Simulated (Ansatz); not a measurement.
# How far to go with the k-point mesh: AlCr2C (P3m1, 8 atoms in the cell)

```yaml
crystal:
  lattice:
    - [2.81663, 0.00000, 0.00000]
    - [-1.40831, 2.43927, 0.00000]
    - [0.00000, 0.00000, 12.56357]
  atoms:
    - { symbol: Al, position: [0.66667, 0.33333, 0.25398] }
    - { symbol: Al, position: [0.33333, 0.66667, 0.75000] }
    - { symbol: Cr, position: [0.33333, 0.66667, 0.41494] }
    - { symbol: Cr, position: [0.66667, 0.33333, 0.58506] }
    - { symbol: Cr, position: [0.66667, 0.33333, 0.91494] }
    - { symbol: Cr, position: [0.33333, 0.66667, 0.08506] }
    - { symbol: C, position: [0.00000, 0.00000, 0.50000] }
    - { symbol: C, position: [0.00000, 0.00000, 0.00000] }
```

Computed with PBEsol, default PAW files made with PBE (plane waves; Ansatz, an electronic-structure program).

Base settings: basis.ecutwfc = 420 eV; kpoints.mp_grid.grid = 13 13 3; hamiltonian.xc = pbesol; hamiltonian.pseudopotentials = {kind: paw} (the program's default PAW files); scf.occupations.method = gaussian; scf.occupations.width = 0.1 eV.

The second cell is the first with its lattice scaled by 0.98.

Only quantities that move along the ladder and can be compared are tabulated.

The count of work is k-points × plane waves × bands × iterations; it is no time. Core times come from one kind of shared machine, to one figure; runs under 30 s give none.

The starting cell comes from a database of computed structures (which also holds hypothetical and non-ambient phases and stackings), without a prior relaxation at this level. Its lattice was rescaled by up to half a per cent. One atom was moved a little off its site on purpose. Spin polarisation is off. Ansatz's pressure includes its estimate of the finite-basis (Pulay) stress.

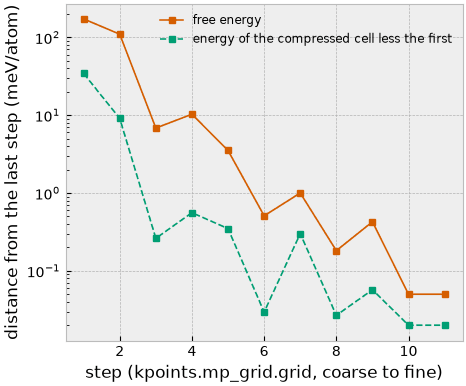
*Distance from the last step along the ladder; very small values are drawn at a floor.*

```tsv
kpoints.mp_grid.grid	free energy less the last step's (meV/atom)	energy of the compressed cell less the first (meV/atom)	pressure (GPa)	largest difference of a force vector from the last step's (eV/Å)	count of work / last	core time / last (rough)
2 2 1	172.64	62.11	7.10	0.622	0.0052	–
3 3 1	109.84	36.84	1.33	0.351	0.0063	–
4 4 1	6.83	27.50	-0.86	0.642	0.0094	–
5 5 1	-10.29	27.20	-0.93	0.069	0.010	–
6 6 2	-3.52	27.41	-0.88	0.018	0.033	–
8 8 2	-0.51	27.79	-0.80	0.053	0.047	–
10 10 2	-1.00	27.46	-0.87	0.046	0.066	–
13 13 3	0.18	27.79	-0.80	0.023	0.12	–
14 14 3	0.43	27.82	-0.79	0.006	0.13	–
17 17 4	0.03	27.77	-0.80	0.012	0.26	0.3
26 26 5	0.00	27.76	-0.80	0.003	0.67	0.7
29 29 6	0.00	27.76	-0.80	0.000	1.0	1
```

Coarsest kpoints.mp_grid.grid that holds the pressure within 0.2 GPa of the last step, with all finer ones: 4 4 1, at 0.0094 of the last step's count of work; the step before is off by 2.1 GPa.

Coarsest kpoints.mp_grid.grid that holds the free energy within 2 meV/atom of the last step, with all finer ones: 8 8 2, at 0.047 of the last step's count of work; the step before is off by 3.5 meV/atom.

Coarsest kpoints.mp_grid.grid that holds the energy of the compressed cell less the first within 1 meV/atom of the last step, with all finer ones: 4 4 1, at 0.0094 of the last step's count of work; the step before is off by 9.1 meV/atom.

The energy difference between the two cells stays within 1 meV/atom of the last step's from 4 4 1 on, the total only from 13 13 3 on: much of the error is common to both cells and cancels.

Keys are those of Ansatz 0.2.
